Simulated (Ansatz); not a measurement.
The reference is Lu in the hcp (Mg type) structure (space group P6_3/mmc, No. 194; a = 3.443 Å, c = 5.367 Å; relaxed with 0.1 eV smearing). Axes: x lies along a and z along c of the hexagonal cell.

Structures relaxed with PBEsol/PAW in Ansatz (an electronic-structure program), scalar-relativistic without spin-orbit coupling.

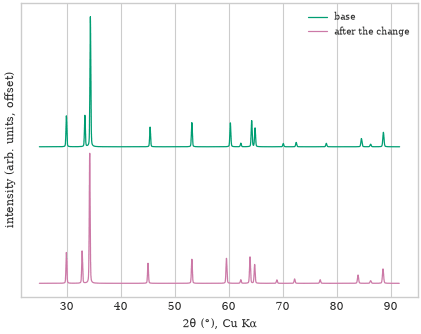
Figure. Simulated powder patterns before (top) and after one change

Which of these changes matches the shifts?
(A) uniaxial strain ε_zz = −1.00 %
(B) uniaxial strain ε_zz = −0.50 %
(C) uniaxial strain ε_zz = −2.00 %
(D) uniaxial strain ε_zz = +1.50 %

D, uniaxial strain ε_zz = +1.50 %. Its volume per atom is 27.96 Å³ against 27.55 Å³, and its space group is P6_3/mmc (No. 194).

No phonon test of stability was made.
